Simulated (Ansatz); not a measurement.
# LaGaO3 (Pm-3m): following an unstable mode, part 2 of 3

Which phase does LaGaO3 (Pm-3m) fall into along its unstable mode, and how much energy does it gain?

Ansatz 0.2.0; DFT PBEsol, scalar-relativistic, plane waves, PAW; PAW set soft_1.

So far, highest frequency on the path or at a solved wavevector (cm⁻¹): step 2 (phonons on a q mesh) 790. Also lowest frequency on the path (cm⁻¹): step 2 -213.

## (4) The mode frozen in, largest atomic shift 0.45 Å

The atoms are moved along the unstable eigenvector, the largest shift by 0.45 Å, with the cell fixed.

Contents of input.yaml:

```yaml
crystal:
  lattice:
    - [3.8649841263, 3.8649841263, 0.0]
    - [3.8649841263, 0.0, 3.8649841263]
    - [3.8649841263, 0.0, -3.8649841263]
  atoms:
    - { symbol: La, position: [0.5, 0.25, 0.75] }
    - { symbol: La, position: [0.5, 0.75, 0.25] }
    - { symbol: Ga, position: [0.0, 0.0, 0.0] }
    - { symbol: Ga, position: [0.0, 0.5, 0.5] }
    - { symbol: O, position: [0.5, 0.8082149868, 0.6917850132] }
    - { symbol: O, position: [0.5, 0.1917850132, 0.3082149868] }
    - { symbol: O, position: [-0.1164299737, 0.3082149868, 0.8082149868] }
    - { symbol: O, position: [0.1164299737, 0.6917850132, 0.1917850132] }
    - { symbol: O, position: [0.0, 0.25, 0.25] }
    - { symbol: O, position: [0.0, 0.75, 0.75] }
kpoints:
  mp_grid: { grid: [6, 6, 6] }
hamiltonian:
  xc: pbesol
  pseudopotentials: { kind: paw, azcp: { folder: soft_1 }, xc_functional: pbe }
scf:
  occupations: { method: gaussian, width: 0.02 }
output:
  forces: true
  stress: true
  eigenvalues: true
```

Launch:

```console
$ ansatz run input.yaml --threads 4 --pin off --max-ram 10240MiB --backend cpu --events-out ev --progress --plain --runs-dir out
```

Numbers of over 12 decimals in the logs are rounded to 6 here.

Log:

```text
[...]
Crystal: 10 atoms, lattice volume = 115.471 Å³
Basis set: ecut = 420 eV, 2229 PW (Γ), exchange–correlation on 80×80×80 points (8 copies of the dense FFT grid, shifted against one another)
Bands: 52, of which v1, the nominal top of the filled ones, is band 42 counted from 1 (41 counted from 0)
Symmetry: 16 space group operations
[...]
k-points: 30 of 216
[...]
k-point 0: bands = [... 38 lower, 11.1095, 11.1095, 11.2280, 11.2444, 14.9247, 15.0457, 16.1844, 16.1844, ... 6 higher]
  k-point 1: bands = [... 38 lower, 10.8990, 11.0519, 11.1095, 11.1926, 15.3191, 15.4066, 16.1595, 16.1894, ... 6 higher]
  k-point 2: bands = [... 38 lower, 10.8401, 10.9088, 11.1205, 11.1716, 15.8013, 16.0902, 16.1574, 16.2205, ... 6 higher]
  k-point 29: bands = [... 38 lower, 10.8194, 10.8194, 10.8874, 11.4070, 16.1727, 16.1727, 16.3301, 16.3337, ... 6 higher]
[key lines of the parts left out:]
SCF converged after 10 iterations
Free energy (F): -23186.669942 eV
Fermi energy:    13.165833 eV
P = ⅓ Tr σ = 2.2117 GPa (22.117 kbar)
```

It took 4.7 s on 4 threads of Arm Neoverse V1, shared host; peak memory 0.57 GiB; 18 s of CPU time.

Numbers from this step:

| Property | Result |
| --- | --- |
| pressure | 2.212 GPa |
| gap on the k-mesh | 3.518 eV |
| energy from the undistorted cell | -39.72 meV/atom |

The energy, extrapolated to zero smearing, is -39.72 meV/atom against the undistorted cell.

The run ends at a pressure of 2.21 GPa, with forces up to 0.20 eV/Å.

## (5) Energy along the mode, all amplitudes (two of the runs are shown above)

An imaginary frequency means negative curvature, so the energy should fall and then rise again as anharmonic terms take over.

Numbers from this step:

```yaml
depth_at_the_lowest_point_sampled: 39.72 meV/atom
largest_atomic_shift_at_that_point: 0.45 Å
```

Energy from the parent against largest atomic shift:

| largest atomic shift (Å) | energy from the parent (meV/atom) |
| --- | --- |
| 0.000 | 0 |
| 0.040 | -0.849 |
| 0.080 | -3.33 |
| 0.140 | -9.68 |
| 0.220 | -21.3 |
| 0.320 | -35.5 |
| 0.450 | -39.7 |
| 0.600 | 4.38 |

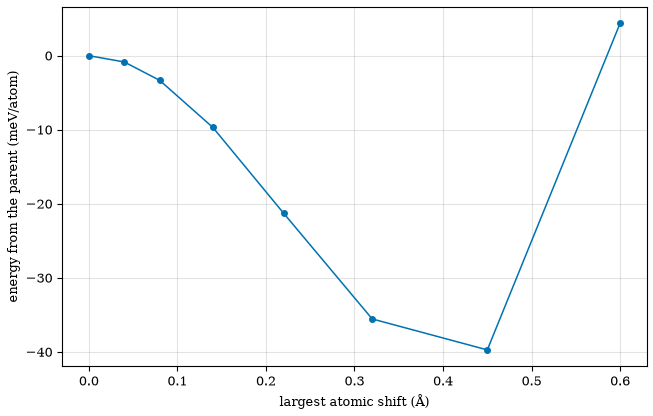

Energy from the parent against largest atomic shift.

Displacement at unit largest shift by atom:

| atom | x (Å) | y (Å) | z (Å) | size |
| --- | --- | --- | --- | --- |
| La1 | 0.00 | 0.00 | 0.00 | 0.00 |
| La2 | 0.00 | 0.00 | 0.00 | 0.00 |
| Ga3 | 0.00 | 0.00 | 0.00 | 0.00 |
| Ga4 | 0.00 | 0.00 | 0.00 | 0.00 |
| O5 | 0.00 | 0.00 | 1.00 | 1.00 |
| O6 | 0.00 | 0.00 | -1.00 | 1.00 |
| O7 | 0.00 | -1.00 | 0.00 | 1.00 |
| O8 | 0.00 | 1.00 | 0.00 | 1.00 |
| O9 | 0.00 | 0.00 | 0.00 | 0.00 |
| O10 | 0.00 | 0.00 | 0.00 | 0.00 |

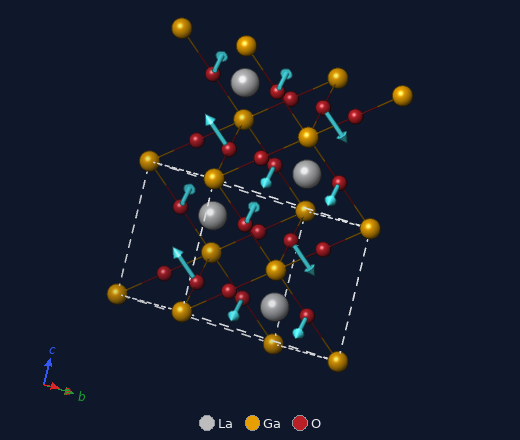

Displacement at unit largest shift as arrows, the longest 1 Å. 1×1×2 cells are drawn. Some periodic images of atoms are drawn too.

The lowest of the steps tried is at 0.45 Å, 39.7 meV/atom below the parent; the bottom of the well need not coincide with a step.

## (6) Relaxing from the distorted cell

Starting from the lowest point found, all atoms and the cell are let go, so that strain and other modes of the same symmetry can join in.

Changes to input.yaml since step 4:

```diff
@@ -22,3 +22,3 @@
 scf:
-  occupations: { method: gaussian, width: 0.02 }
+  occupations: { method: fixed }
 output:
@@ -27 +27,6 @@
   eigenvalues: true
+relax:
+  adjacent_minimum: "off"
+  f_tol: 0.002
+  max_steps: 120
+  cell: { stress_tol: 0.03 }
```

Log:

```text
[...]
Crystal: 10 atoms, lattice volume = 115.471 Å³
Basis set: ecut = 420 eV, 2229 PW (Γ), exchange–correlation on 80×80×80 points (8 copies of the dense FFT grid, shifted against one another)
Bands: 52, of which v1, the nominal top of the filled ones, is band 42 counted from 1 (41 counted from 0)
Symmetry: 16 space group operations
[...]
k-points: 30 of 216
[...]
SCF iter   1: F=—  HF=-23187.829056 eV  |F-HF|=—  |Δ(HF+E_count)|=         —  Δρ=8.13e-2  dr2=5.20e0  ethr=3.10e-3  ⟨swp⟩=3.7  Hψ=5555  notcnv=0  defer=45
[...]
SCF iter  10: F=-23186.669942 eV  HF=-23186.669942 eV  |F-HF|=1.45e-8  |Δ(HF+E_count)|=   3.84e-8  Δρ=5.05e-6  dr2=2.75e-8  ethr=1.19e-10  ⟨swp⟩=6.0  Hψ=6306  notcnv=0
SCF 1 converged in 10 iterations: F = -23186.669942 eV  dr2 = 2.75e-8
[...]
relax step   1: F+E_penalty+E_count = -23186.66994160 eV  Δ(F+E_penalty+E_count) = +0.000e0 eV  max|allowed force component| = 2.033e-1 eV/Å  Δτ_max = 0.0000 Å  P = +2.212 GPa  Ω = 115.471 Å³  (10 SCF iters, dr2 threshold 1.00e-7 eV, accepted)
Crystal: 10 atoms, lattice volume = 116.961 Å³
Basis set: ecut = 420 eV, 2277 PW (Γ), exchange–correlation on 80×80×80 points (8 copies of the dense FFT grid, shifted against one another)
[...]
iter 1 solved again at ethr=7.71e-6 eV; its pass at ethr=3.10e-3 eV (dr2=6.48e-3 eV) is discarded
[...]
SCF iter   6: F=-23186.689391 eV  HF=-23186.689391 eV  |F-HF|=2.15e-7  |Δ(HF+E_count)|=   7.40e-7  Δρ=1.97e-5  dr2=4.55e-7  ethr=1.19e-9  ⟨swp⟩=16.1  Hψ=10281  notcnv=0
SCF 2 converged in 6 iterations: F = -23186.689391 eV  dr2 = 4.55e-7
[...]
relax step   2: F+E_penalty+E_count = -23186.68939076 eV  Δ(F+E_penalty+E_count) = -1.945e-2 eV  max|allowed force component| = 2.929e-2 eV/Å  Δτ_max = 0.0274 Å  P = -0.740 GPa  Ω = 116.961 Å³  energy of the carried Pulay correction = -3.907e-3 eV  (6 SCF iters, dr2 threshold 1.00e-6 eV, accepted)
Crystal: 10 atoms, lattice volume = 116.634 Å³
Basis set: ecut = 420 eV, 2261 PW (Γ), exchange–correlation on 80×80×80 points (8 copies of the dense FFT grid, shifted against one another)
[...]
SCF iter   5: F=-23186.696922 eV  HF=-23186.696922 eV  |F-HF|=2.76e-7  |Δ(HF+E_count)|=   2.71e-8  Δρ=2.31e-5  dr2=4.38e-7  ethr=1.19e-9  ⟨swp⟩=14.7  Hψ=10084  notcnv=0
SCF 3 converged in 5 iterations: F = -23186.696922 eV  dr2 = 4.38e-7
relax step   3: F+E_penalty+E_count = -23186.69692182 eV  Δ(F+E_penalty+E_count) = -7.531e-3 eV  max|allowed force component| = 1.649e-2 eV/Å  Δτ_max = 0.0014 Å  P = -0.353 GPa  Ω = 116.634 Å³  energy of the carried Pulay correction = -3.053e-3 eV  (5 SCF iters, dr2 threshold 1.00e-6 eV, accepted)
[...]
relax step   4: F+E_penalty+E_count = -23186.70086845 eV  Δ(F+E_penalty+E_count) = -3.947e-3 eV  max|allowed force component| = 8.560e-4 eV/Å  Δτ_max = 0.0014 Å  P = +0.047 GPa  Ω = 116.288 Å³  energy of the carried Pulay correction = -2.148e-3 eV  (5 SCF iters, dr2 threshold 1.00e-6 eV, accepted)
[...]
relax step   5: F+E_penalty+E_count = -23186.70079093 eV  Δ(F+E_penalty+E_count) = +7.753e-5 eV  max|allowed force component| = 3.759e-4 eV/Å  Δτ_max = 0.0003 Å  P = -0.002 GPa  Ω = 116.319 Å³  energy of the carried Pulay correction = -2.231e-3 eV  (5 SCF iters, dr2 threshold 5.98e-9 eV, accepted)
[...]
relax step   6: F+E_penalty+E_count = -23186.70344451 eV  Δ(F+E_penalty+E_count) = -2.654e-3 eV  max|allowed force component| = 4.852e-4 eV/Å  Δτ_max = 0.0000 Å  P = +0.039 GPa  Ω = 116.319 Å³  stress off target by 1.02e-1 GPa  SCF on the basis re-selected at this cell (its energy is not comparable with the rows above)  (6 SCF iters)
[...]
relax step   7: F+E_penalty+E_count = -23186.70341271 eV  Δ(F+E_penalty+E_count) = +3.180e-5 eV  max|allowed force component| = 4.043e-5 eV/Å  Δτ_max = 0.0002 Å  P = +0.003 GPa  Ω = 116.337 Å³  energy of the carried Pulay correction = -4.448e-5 eV  (4 SCF iters, dr2 threshold 2.59e-8 eV, accepted)
[...]
SCF iter   5: F=-23186.703435 eV  HF=-23186.703435 eV  |F-HF|=1.46e-11  |Δ(HF+E_count)|=  5.75e-10  Δρ=7.60e-8  dr2=3.19e-12  ethr=1.00e-12  ⟨swp⟩=13.8  Hψ=8073  notcnv=0
SCF 8 converged in 5 iterations: F = -23186.703435 eV  dr2 = 3.19e-12
relax step   8: F+E_penalty+E_count = -23186.70343488 eV  Δ(F+E_penalty+E_count) = -2.217e-5 eV  max|allowed force component| = 2.688e-5 eV/Å  Δτ_max = 0.0000 Å  P = +0.003 GPa  Ω = 116.337 Å³  stress off target by 6.68e-3 GPa  SCF on the basis re-selected at this cell (its energy is not comparable with the rows above)  (5 SCF iters)
[...]
SCF converged after 5 iterations
Free energy (F): -23186.703435 eV
[...]
Internal energy: -23186.703435 eV  (E = F + TS)
E sigma→0 (E₀):  -23186.703435 eV
Fermi energy:    11.341271 eV
[...]
--- Forces (eV/Å), atoms counted from 1 ---
  atom   1  La     0.00000000    -0.00000000     0.00000000
  atom   2  La     0.00000000     0.00000000     0.00000000
  atom   3  Ga    -0.00000000     0.00000000    -0.00000000
  atom   4  Ga    -0.00000000     0.00000000     0.00000000
  atom   5  O      0.00000000     0.00000000    -0.00002688
  atom   6  O      0.00000000     0.00000000     0.00002688
  atom   7  O      0.00000000     0.00002688     0.00000000
  atom   8  O      0.00000000    -0.00002688     0.00000000
  atom   9  O      0.00000000     0.00000000     0.00000000
  atom  10  O      0.00000000     0.00000000    -0.00000000
  max |Σ_I F_I| component: 3.47e-18 eV/Å
--- Stress (GPa, compression-positive) ---
        0.006678      -0.000000       0.000000
       -0.000000       0.001562       0.000000
        0.000000       0.000000       0.001562
  P = ⅓ Tr σ = 0.0033 GPa (0.033 kbar)
--- Band table (eV; the first three rows and the last of 30) ---
  k-point 0: bands = [... 38 lower, 11.0308, 11.0308, 11.1230, 11.1281, 14.7958, 14.8213, 15.9445, 15.9445, ... 6 higher]
  k-point 1: bands = [... 38 lower, 10.8404, 10.9531, 11.0305, 11.0880, 15.0746, 15.3040, 15.9218, 15.9498, ... 6 higher]
  k-point 2: bands = [... 38 lower, 10.7761, 10.8237, 11.0321, 11.0609, 15.5591, 15.8664, 15.9566, 15.9808, ... 6 higher]
  k-point 29: bands = [... 38 lower, 10.7187, 10.7187, 10.8807, 11.3413, 15.9267, 15.9267, 16.0768, 16.0781, ... 6 higher]
--- Relaxed structure (6 steps of the walk, 6 accepted, 2 SCFs on fresh bases) ---
  F+E_penalty+E_count = -23186.70343488 eV   max|allowed force component| = 2.688e-5 eV/Å   (the final SCF, on the basis selected at the relaxed cell)
  cell:  # Å, volume = 116.3368 Å³
    - [3.917129, 3.853538, 0]
    - [3.917129, 0, 3.853538]
    - [3.917129, 0, -3.853538]
  atoms:
    - { symbol: La, position: [0.5, 0.25, 0.75] }
    - { symbol: La, position: [0.5, 0.75, 0.25] }
    - { symbol: Ga, position: [0, 0, 0] }
    - { symbol: Ga, position: [0, 0.5, 0.5] }
    - { symbol: O, position: [0.5, 0.804373, 0.695627] }
    - { symbol: O, position: [0.5, 0.195627, 0.304373] }
    - { symbol: O, position: [-0.108747, 0.304373, 0.804373] }
    - { symbol: O, position: [0.108747, 0.695627, 0.195627] }
    - { symbol: O, position: [0, 0.25, 0.25] }
    - { symbol: O, position: [0, 0.75, 0.75] }
```

Elapsed: 29 s, on 4 threads; peak memory 0.6 GiB; 1.9 min of CPU time.

The steps of the relaxation:

| step | energy less that of the first step (eV) | largest force component (eV/Å) | pressure (GPa) | volume (Å³) |
| --- | --- | --- | --- | --- |
| 1 | 0.0000 | 0.2033 | 2.21 | 115.47 |
| 2 | -0.0194 | 0.0293 | -0.74 | 116.96 |
| 3 | -0.0270 | 0.0165 | -0.35 | 116.63 |
| 4 | -0.0309 | 0.0009 | 0.05 | 116.29 |
| 5 | -0.0308 | 0.0004 | 0.00 | 116.32 |
| 6* | -0.0335 | 0.0005 | 0.04 | 116.32 |
| 7 | -0.0335 | 0.0000 | 0.00 | 116.34 |
| 8* | -0.0335 | 0.0000 | 0.00 | 116.34 |

Relaxation steps marked * repeat the geometry before them on a plane-wave basis chosen anew for their cell, so energy and pressure can jump there.

Forces are held to the 16 operations that the run works with; a distortion that breaks them can't arise in this run.

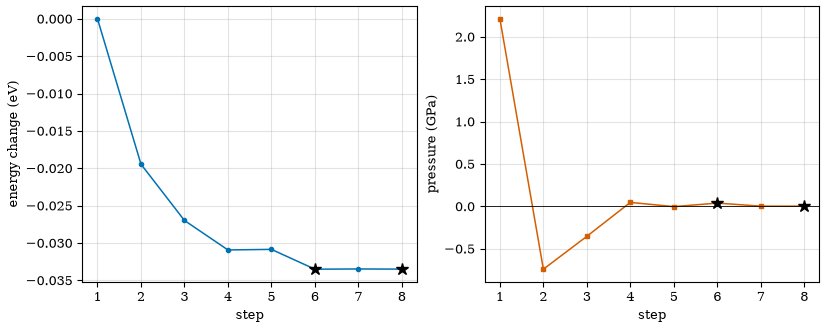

Energy and pressure along the relaxation. Stars mark steps on a basis chosen anew.

| conventional cell, symmetrised | before | after | change |
| --- | --- | --- | --- |
| a (Å) | 5.466 | 5.450 | -0.3 % |
| b (Å) | 5.466 | 5.450 | -0.3 % |
| c (Å) | 7.730 | 7.834 | +1.3 % |
| volume (Å³/atom) | 11.55 | 11.63 | +0.7 % |

The atoms that moved most (Å, as changes of fractional coordinates times the final cell):

| atom | dx | dy | dz | length |
| --- | --- | --- | --- | --- |
| O5 | 0.000 | 0.000 | -0.030 | 0.030 |
| O6 | 0.000 | 0.000 | 0.030 | 0.030 |
| O8 | 0.000 | -0.030 | 0.000 | 0.030 |
| O7 | 0.000 | 0.030 | 0.000 | 0.030 |

Final coordinates:

```cif
data_structure
_symmetry_space_group_name_H-M 'P 1'
_symmetry_Int_Tables_number 1
_cell_length_a 5.4949
_cell_length_b 5.4949
_cell_length_c 5.4949
_cell_angle_alpha 89.062
_cell_angle_beta 59.457
_cell_angle_gamma 59.457
_cell_volume 116.34
loop_
_atom_site_label
_atom_site_type_symbol
_atom_site_fract_x
_atom_site_fract_y
_atom_site_fract_z
_atom_site_occupancy
La1 La 0.50000 0.25000 0.75000 1
La2 La 0.50000 0.75000 0.25000 1
Ga3 Ga 0.00000 0.00000 0.00000 1
Ga4 Ga 0.00000 0.50000 0.50000 1
O5 O 0.50000 0.80437 0.69563 1
O6 O 0.50000 0.19563 0.30437 1
O7 O 0.89125 0.30437 0.80437 1
O8 O 0.10875 0.69563 0.19563 1
O9 O 0.00000 0.25000 0.25000 1
O10 O 0.00000 0.75000 0.75000 1
```

Numbers from this step:

| Item | Value |
| --- | --- |
| pressure | 0.003268 GPa |
| gap on the k-mesh | 3.454 eV |
| volume per atom | 11.63 Å³ |

The distorted start has space group I4/mcm; the relaxation ends in I4/mcm.

## (7) The new phase in its own primitive cell

The relaxed structure is symmetrised, reduced to its primitive cell and relaxed tightly, as its phonons need.

input.yaml, the sections that differ from step 6:

```yaml
crystal:
  lattice:
    - [-2.7248630956, 2.7248630956, 3.9171286762]
    - [2.7248630956, -2.7248630956, 3.9171286762]
    - [2.7248630956, 2.7248630956, -3.9171286762]
  atoms:
    - { symbol: La, position: [0.75, 0.25, 0.5] }
    - { symbol: La, position: [0.25, 0.75, 0.5] }
    - { symbol: Ga, position: [0.0, 0.0, 0.0] }
    - { symbol: Ga, position: [0.5, 0.5, 0.0] }
    - { symbol: O, position: [0.6956265798, 0.8043734202, 0.5] }
    - { symbol: O, position: [0.3043734202, 0.1956265798, 0.5] }
    - { symbol: O, position: [0.8043734202, 0.3043734202, 0.1087468404] }
    - { symbol: O, position: [0.1956265798, 0.6956265798, 0.8912531596] }
    - { symbol: O, position: [0.25, 0.25, 0.0] }
    - { symbol: O, position: [0.75, 0.75, 0.0] }
relax:
  adjacent_minimum: "off"
  f_tol: 0.001
  max_steps: 60
  cell: { stress_tol: 0.01 }
# kpoints, hamiltonian, scf, output: as in step 6
```

Log:

```text
[...]
Crystal: 10 atoms, lattice volume = 116.337 Å³
Basis set: ecut = 420 eV, 2253 PW (Γ), exchange–correlation on 80×80×80 points (8 copies of the dense FFT grid, shifted against one another)
Bands: 52, of which v1, the nominal top of the filled ones, is band 42 counted from 1 (41 counted from 0)
Symmetry: 16 space group operations
[...]
k-points: 30 of 216
[...]
- { symbol: La, position: [0.25, 0.75, 0.5] }
    - { symbol: Ga, position: [0.0, 0.0, 0.0] }
    - { symbol: Ga, position: [0.5, 0.5, 0.0] }
    - { symbol: O, position: [0.6956265798, 0.804373, 0.5] }
    - { symbol: O, position: [0.3043734202, 0.195627, 0.5] }
    - { symbol: O, position: [0.804373, 0.304373, 0.108747] }
    - { symbol: O, position: [0.195627, 0.695627, 0.8912531596] }
    - { symbol: O, position: [0.25, 0.25, 0.0] }
    - { symbol: O, position: [0.75, 0.75, 0.0] }
[key lines of the parts left out:]
SCF converged after 6 iterations
Free energy (F): -23186.703435 eV
Fermi energy:    11.341271 eV
P = ⅓ Tr σ = 0.0033 GPa (0.033 kbar)
```

Run time: 8.9 s. Hardware: 4 threads; peak memory 0.59 GiB; 34 s of CPU time.

Little changed from the start: no atom moved by 0.005 Å and no cell edge by 0.1 %.

Numbers from this step:

| Property | Result |
| --- | --- |
| pressure | 0.003269 GPa |
| direct gap on mesh | 3.668 eV |

The largest force component left is 0.019 meV/Å and the pressure is 0.003 GPa, within the tolerances set. The cell now holds 11.63 Å³/atom.

(Part 2 of 3 ends here.)

[Logs are printed without paths, hosts, clocks, repeated set-up lines and the standing remarks that a program may print on its own settings, such as how far it seeks lower states.]

[Hosts, paths, dates, database ids (printed as entryN), source tags and the programs' standing remarks are cut or masked in the printed files.]
